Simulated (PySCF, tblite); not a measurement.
**C₆H₉ClS: dynamics, then NMR shifts on frames**

How do NMR shifts of C₆H₉ClS (`C=C/C(C)=C(\Cl)SC`) change as the atoms move?

Computed with tblite 0.8.0 and PySCF 2.14.0, with density-fitted response routines of our own, on a single molecule in the gas phase. Atoms count from 0, in the outputs and in this text.

## 1. The starting structure

17 atoms, charge 0, multiplicity 1; geometry from: GFN2-xTB.

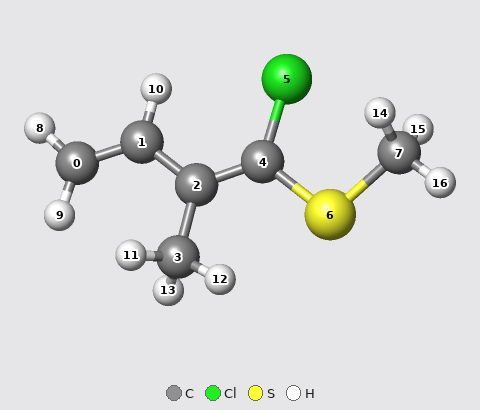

The starting geometry (carbon grey, chlorine green, sulfur yellow, hydrogen white), atoms numbered.

## 2. Thermal motion with GFN2-xTB

Job settings and geometry (Å):

```
{"job": {"kind": "md", "xc": "GFN2-xTB", "basis": "xTB", "temperature": 400, "steps": 2000, "every": 50, "frames": 5}, "charge": 0, "multiplicity": 1}
C      2.866406     1.156690     0.195059
C      1.567276     1.136431     0.483247
C      0.644631     0.079731     0.117904
C      1.145902    -1.028859    -0.759078
C     -0.631157     0.072793     0.551386
Cl    -1.257059     1.319738     1.578341
S     -1.745692    -1.246521     0.172934
C     -3.368396    -0.551376     0.589977
H      3.487758     1.979515     0.503247
H      3.358565     0.365948    -0.342786
H      1.147262     1.961850     1.040996
H      1.679828    -0.614933    -1.611657
H      0.322543    -1.639584    -1.117967
H      1.827798    -1.667695    -0.200360
H     -3.527401     0.366165     0.032527
H     -3.433598    -0.374325     1.658830
H     -4.091663    -1.303539     0.290769
```

Method: GFN2-xTB Langevin dynamics, gas phase.

Run with:

```bash
$ OMP_NUM_THREADS=1 python probes_run.py task.json out
```

The driver reads the jobs from task.json and runs them one after another.

The log of the run:

```text
t/fs     T/K      E/eV
    0.0   345.3   -685.20800
   25.0   281.7   -684.67056
   50.0   409.2   -684.69156
   75.0   321.6   -684.49778
  100.0   369.6   -684.47820
  125.0   372.0   -684.27194
  150.0   396.4   -684.43055
  175.0   477.4   -684.60766
  200.0   374.7   -684.64897
  225.0   372.9   -684.58245
  250.0   343.2   -684.55133
  275.0   327.7   -684.48798
  300.0   351.6   -684.54434
  325.0   398.8   -684.49385
  350.0   390.5   -684.58185
  375.0   334.6   -684.69999
  400.0   280.1   -684.66831
  425.0   328.9   -684.56317
  450.0   372.5   -684.43910
  475.0   248.7   -684.21149
  500.0   347.4   -684.51655
  525.0   407.9   -684.52515
  550.0   440.0   -684.57172
  575.0   256.0   -684.25204
  600.0   359.1   -684.46670
  625.0   352.0   -684.49465
  650.0   361.4   -684.47312
  675.0   419.5   -684.43239
  700.0   310.0   -684.20880
  725.0   419.7   -684.36525
  750.0   433.8   -684.29720
  775.0   424.2   -684.32905
  800.0   404.3   -684.28458
  825.0   439.1   -684.28588
  850.0   372.8   -684.24371
  875.0   549.8   -684.54485
  900.0   424.9   -684.32153
  925.0   482.6   -684.39236
  950.0   505.2   -684.49749
  975.0   415.8   -683.91422
 1000.0   618.2   -684.44296
```

It took 16 s on 1 thread of AMD EPYC 9R14, shared host; peak memory 0.19 GiB.

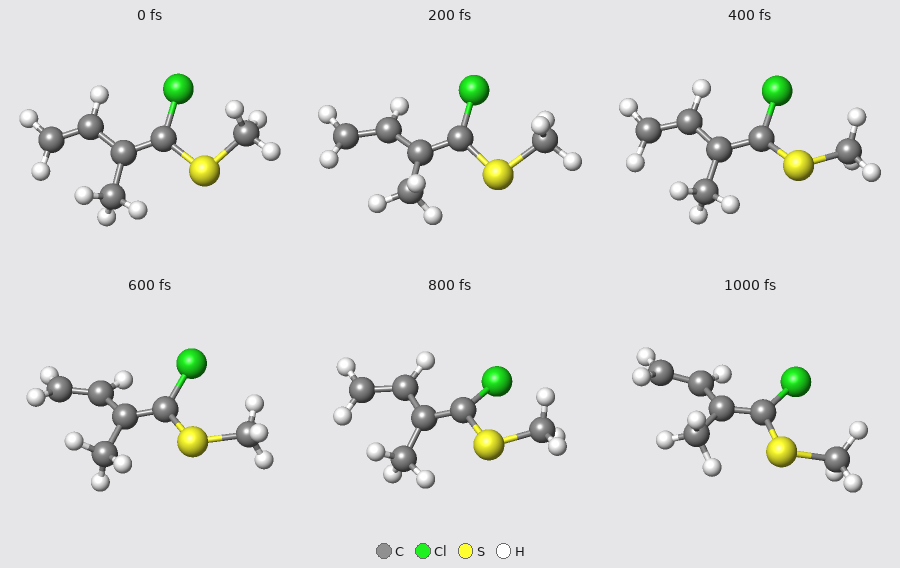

Frames of the run.

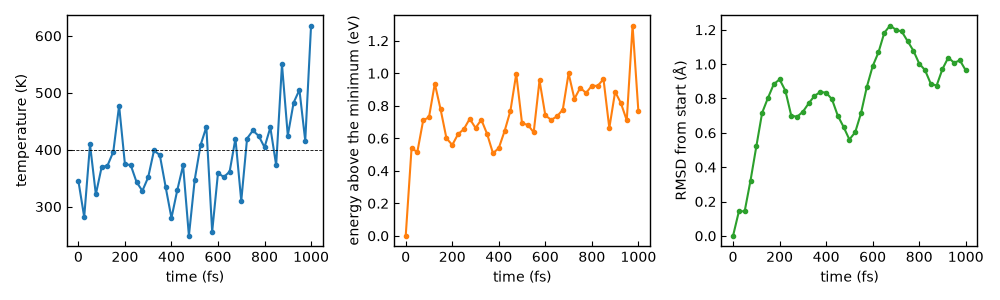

Temperature, potential energy and distance from the start.

Positions (Å) and forces (eV/Å) at 1000 fs:

```xyz
17

C     1.241    2.592    1.589    0.475    0.699    0.803
C     0.246    1.833    1.995   -1.784   -1.035   -1.885
C    -0.581    1.006    0.982    2.178    2.098    2.525
C    -0.031    0.640   -0.316    1.275   -2.268    0.049
C    -1.699    0.441    1.381   -0.827   -0.984   -0.558
Cl   -2.512    0.873    2.786   -0.643   -0.081    0.717
S    -2.328   -0.791    0.254   -1.643   -0.391    0.589
C    -3.570   -1.690    1.293   -0.695    0.630    1.173
H     1.850    3.127    2.317   -0.163   -0.088   -0.234
H     1.465    2.791    0.565    0.162   -0.203   -0.304
H    -0.108    1.778    3.015    0.332   -0.117   -0.083
H     1.059    0.749   -0.314   -0.305    0.482   -0.348
H    -0.546    1.164   -1.105    0.150   -0.253   -0.360
H    -0.148   -0.521   -0.354   -0.053    1.762   -0.642
H    -4.047   -2.492    0.750    0.089    0.125   -0.529
H    -4.409   -1.065    1.781    1.474   -0.514   -0.996
H    -2.997   -2.162    2.091   -0.023    0.140    0.084
```

## 3. Nuclear shieldings: 250 fs, PBE0/pcSseg-1

Job settings and geometry (Å):

```
{"job": {"kind": "nmr", "xc": "PBE0", "basis": "pcSseg-1", "pop": false}, "charge": 0, "multiplicity": 1}
C      2.408500     1.225700     0.349800
C      1.178200     1.183800     0.659200
C      0.211800     0.165400     0.161200
C      0.803000    -0.825300    -0.756700
C     -0.981600     0.049700     0.692500
Cl    -1.617800     1.201700     1.811400
S     -2.130600    -1.267100     0.305500
C     -3.779200    -0.680800     0.873700
H      3.019600     1.979200     0.758700
H      3.050600     0.621200    -0.289800
H      0.747900     1.890300     1.394700
H      1.662400    -1.249500    -0.261500
H      1.164000    -0.171500    -1.532200
H      0.130500    -1.700200    -0.979500
H     -4.002000     0.237200     0.340500
H     -3.842000    -0.684000     1.931300
H     -4.452400    -1.358300     0.414300
```

Method: GIAO PBE0/pcSseg-1 NMR shielding, non-relativistic, gas phase.

The log of the run:

```text
coarse grid: 15344 points
cycle   1  E = -1091.6266538609  dE =  1.132e+00  |g| = 4.610e-01  |ddm| = 4.044e+00
cycle   2  E = -1091.5699054276  dE =  5.675e-02  |g| = 6.638e-01  |ddm| = 9.802e-01
cycle   3  E = -1091.6780607263  dE = -1.082e-01  |g| = 1.280e-01  |ddm| = 7.382e-01
cycle   4  E = -1091.6822414067  dE = -4.181e-03  |g| = 3.237e-02  |ddm| = 1.864e-01
cycle   5  E = -1091.6824735413  dE = -2.321e-04  |g| = 1.036e-02  |ddm| = 5.267e-02
cycle   6  E = -1091.6825012147  dE = -2.767e-05  |g| = 2.896e-03  |ddm| = 1.877e-02
cycle   7  E = -1091.6825028282  dE = -1.613e-06  |g| = 1.276e-03  |ddm| = 4.715e-03
final grid: 139088 points
cycle   8  E = -1091.7335274621  dE = -5.068e-05  |g| = 9.217e-03  |ddm| = 4.569e-02
cycle   9  E = -1091.7335194701  dE =  7.992e-06  |g| = 1.060e-02  |ddm| = 1.887e-02
cycle  10  E = -1091.7335478012  dE = -2.833e-05  |g| = 8.514e-04  |ddm| = 1.166e-02
cycle  11  E = -1091.7335479637  dE = -1.626e-07  |g| = 2.316e-04  |ddm| = 1.515e-03
cycle  12  E = -1091.7335479744  dE = -1.071e-08  |g| = 8.885e-05  |ddm| = 3.136e-04
cycle  13  E = -1091.7335479762  dE = -1.776e-09  |g| = 3.145e-05  |ddm| = 1.486e-04
cycle  14  E = -1091.7335479765  dE = -2.533e-10  |g| = 6.840e-06  |ddm| = 4.282e-05
converged SCF energy = -1091.7335479765

GIAO shielding tensors (ppm)
atom      isotropic    diamagn.    paramagn.     s11        s22        s33       span
  0 C       80.023     252.382    -172.358    -10.169     70.392    179.846    190.015
  1 C       52.072     252.596    -200.524    -51.780     60.289    147.705    199.486
  2 C       57.478     258.685    -201.207    -38.918     53.158    158.193    197.111
  3 C      168.500     247.367     -78.866    156.152    165.947    183.402     27.250
  4 C       50.313     258.156    -207.843    -20.943     84.185     87.697    108.641
  5 Cl     725.339    1149.558    -424.219    523.588    735.164    917.265    393.676
  6 S      431.786    1057.808    -626.022    284.571    335.851    674.934    390.364
  7 C      166.724     251.559     -84.835    146.908    165.210    188.055     41.147
  8 H       27.413      28.234      -0.820     24.864     26.328     31.048      6.184
  9 H       26.249      31.225      -4.976     24.043     24.737     29.968      5.925
 10 H       24.045      31.121      -7.076     19.087     22.002     31.047     11.960
 11 H       30.230      31.179      -0.950     25.814     28.719     36.156     10.342
 12 H       29.585      30.717      -1.132     25.436     27.595     35.725     10.289
 13 H       28.325      29.128      -0.804     22.221     30.823     31.930      9.709
 14 H       28.941      30.959      -2.018     23.864     27.329     35.630     11.765
 15 H       29.410      30.691      -1.281     24.163     27.615     36.452     12.289
 16 H       30.427      29.195       1.232     25.266     27.324     38.691     13.425
```

Run time: 21 s. Hardware: 1 thread of AMD EPYC 9R14, shared host; peak memory 0.86 GiB.

The references, computed at this level on geometries of the same kind, shield at (ppm): ¹H TMS 31.72, ¹³C TMS 186.9, ³³S CS2 504, ³⁵Cl HCl 950. Their shielding less the atom's gives the shift. The references are single molecules in the gas phase. Each atom is listed at this fixed geometry, with no averaging over motion; a spectrum would average atoms that exchange fast.

| atoms | environment | σ (ppm) | δ (ppm) |
| --- | --- | --- | --- |
| C4 | fully substituted alkene carbon | 50.3 | 136.6 |
| C1 | alkene CH | 52.1 | 134.9 |
| C2 | fully substituted alkene carbon | 57.5 | 129.4 |
| C0 | terminal =CH2 carbon | 80.0 | 106.9 |
| C7 | methyl carbon bonded to S | 166.7 | 20.2 |
| C3 | allylic methyl carbon | 168.5 | 18.4 |
| H10 | hydrogen on an alkene CH | 24.05 | 7.67 |
| H9 | hydrogen on a terminal =CH2 carbon | 26.25 | 5.47 |
| H8 | hydrogen on a terminal =CH2 carbon | 27.41 | 4.30 |
| H13 | hydrogen on an allylic methyl carbon | 28.32 | 3.39 |
| H14 | hydrogen on a methyl carbon bonded to S | 28.94 | 2.78 |
| H15 | hydrogen on a methyl carbon bonded to S | 29.41 | 2.31 |
| H12 | hydrogen on an allylic methyl carbon | 29.59 | 2.13 |
| H11 | hydrogen on an allylic methyl carbon | 30.23 | 1.49 |
| H16 | hydrogen on a methyl carbon bonded to S | 30.43 | 1.29 |
| Cl5 | chlorine bonded to C | 725 | 224 |
| S6 | sulfide sulfur | 432 | 72 |

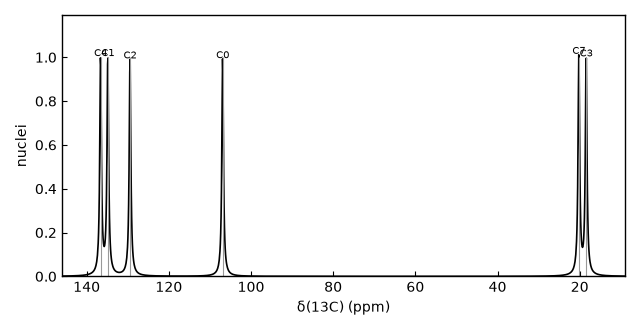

¹³C lines at the computed shifts, without couplings. Lines are broadened to a width of 0.47 ppm (Lorentzian).

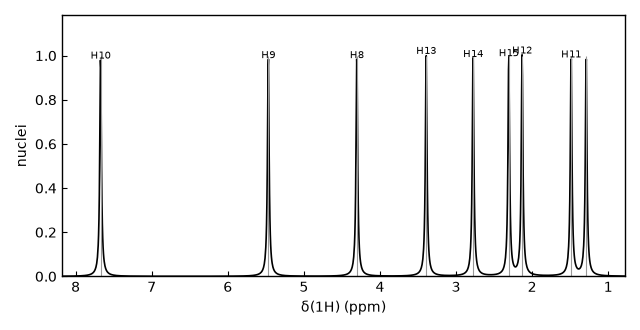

¹H lines at the computed shifts, without couplings. Lines are broadened to a width of 0.03 ppm (Lorentzian).

## 4. NMR shieldings: 425 fs, PBE0/pcSseg-1

Job settings and geometry (Å):

```
{"job": {"kind": "nmr", "xc": "PBE0", "basis": "pcSseg-1", "pop": false}, "charge": 0, "multiplicity": 1}
C      2.320200     1.537900     0.758800
C      0.924200     1.390600     0.947400
C      0.112400     0.294700     0.451400
C      0.563200    -0.685300    -0.588500
C     -1.196600     0.280200     0.811800
Cl    -1.842200     1.291100     2.037300
S     -2.261000    -0.864700     0.158300
C     -3.631700    -0.998900     1.459100
H      2.694500     2.474400     1.156800
H      2.836600     0.822400     0.149600
H      0.375500     2.047900     1.642800
H      1.441600    -1.196900    -0.184500
H      0.846600    -0.198800    -1.544600
H     -0.164200    -1.454500    -0.840600
H     -3.943900    -0.034300     1.770100
H     -3.323600    -1.535200     2.331900
H     -4.402200    -1.633200     1.033600
```

With the program's defaults for keys left out, this is: GIAO PBE0/pcSseg-1 NMR shielding, non-relativistic, gas phase.

The log of the run:

```text
coarse grid: 15344 points
cycle   1  E = -1091.6395617927  dE =  9.468e-01  |g| = 4.105e-01  |ddm| = 3.974e+00
cycle   2  E = -1091.5696480788  dE =  6.991e-02  |g| = 6.585e-01  |ddm| = 9.873e-01
cycle   3  E = -1091.6812540269  dE = -1.116e-01  |g| = 1.309e-01  |ddm| = 7.777e-01
cycle   4  E = -1091.6857544888  dE = -4.500e-03  |g| = 3.983e-02  |ddm| = 1.934e-01
cycle   5  E = -1091.6860690792  dE = -3.146e-04  |g| = 2.082e-02  |ddm| = 6.097e-02
cycle   6  E = -1091.6861771825  dE = -1.081e-04  |g| = 4.539e-03  |ddm| = 2.386e-02
cycle   7  E = -1091.6861825272  dE = -5.345e-06  |g| = 1.242e-03  |ddm| = 5.799e-03
final grid: 139088 points
cycle   8  E = -1091.7362339877  dE = -3.572e-05  |g| = 1.002e-02  |ddm| = 3.431e-02
cycle   9  E = -1091.7362198242  dE =  1.416e-05  |g| = 1.222e-02  |ddm| = 2.323e-02
cycle  10  E = -1091.7362585389  dE = -3.871e-05  |g| = 1.140e-03  |ddm| = 1.483e-02
cycle  11  E = -1091.7362588268  dE = -2.879e-07  |g| = 4.498e-04  |ddm| = 1.861e-03
cycle  12  E = -1091.7362588747  dE = -4.790e-08  |g| = 1.410e-04  |ddm| = 5.908e-04
cycle  13  E = -1091.7362588792  dE = -4.537e-09  |g| = 4.514e-05  |ddm| = 1.784e-04
cycle  14  E = -1091.7362588797  dE = -4.686e-10  |g| = 1.725e-05  |ddm| = 6.674e-05
converged SCF energy = -1091.7362588797

GIAO shielding tensors (ppm)
atom      isotropic    diamagn.    paramagn.     s11        s22        s33       span
  0 C       58.301     255.380    -197.078    -68.381     74.211    169.075    237.456
  1 C       24.614     254.601    -229.987   -110.547     37.080    147.309    257.856
  2 C       50.111     256.494    -206.383    -52.466     50.711    152.088    204.554
  3 C      169.866     248.182     -78.316    154.815    171.555    183.228     28.413
  4 C       48.078     259.176    -211.098    -27.407     80.816     90.826    118.234
  5 Cl     713.597    1149.237    -435.641    501.702    765.993    873.094    371.392
  6 S      449.045    1057.500    -608.455    318.482    400.392    628.262    309.779
  7 C      157.666     248.039     -90.373    134.379    149.434    189.186     54.808
  8 H       25.328      27.660      -2.332     21.518     24.129     30.337      8.818
  9 H       25.366      32.305      -6.939     20.334     24.364     31.401     11.067
 10 H       23.011      31.667      -8.656     17.770     18.987     32.276     14.506
 11 H       29.472      30.397      -0.926     25.097     27.174     36.144     11.047
 12 H       29.490      29.829      -0.339     25.675     26.474     36.320     10.645
 13 H       28.522      30.413      -1.890     21.873     30.453     33.241     11.368
 14 H       29.054      31.482      -2.427     23.123     30.095     33.945     10.822
 15 H       29.743      30.644      -0.901     25.425     27.081     36.722     11.297
 16 H       29.675      27.985       1.691     24.818     26.331     37.876     13.058
```

Run time: 21 s. Hardware: 1 thread of AMD EPYC 9R14, shared host; peak memory 0.94 GiB.

Key values: δ C1 162.3, C4 138.8, C2 136.8, C0 128.6, H10 8.71, H8 6.39 ppm.

[end of part 1 of 2]
